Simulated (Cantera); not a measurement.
Input: 1 mol borazine, 5.7 mol N2, a varied amount of H2, held at 2225 K and 13.3 mbar.

Cantera equilibrium calculation (NASA polynomials, part measured and part estimated; ideal gas, pure solids and liquids). Candidate condensed phases: B, BN; 15 gas species. The feed counts by its element totals alone. The tables' values for BH2 are old estimates; treat these amounts as uncertain. Rates play no part.

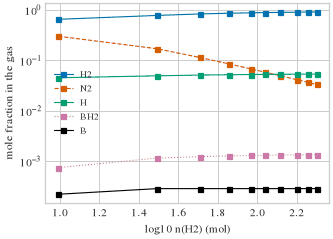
Figure: Equilibrium gas composition (values under 1e-9 drawn at 1e-9)

Question: Read off the mole fractions at 72 mol H2.

Answer: H2 about 0.86, N2 about 0.085, H about 0.052, BH2 about 0.0013, B about 0.00029.
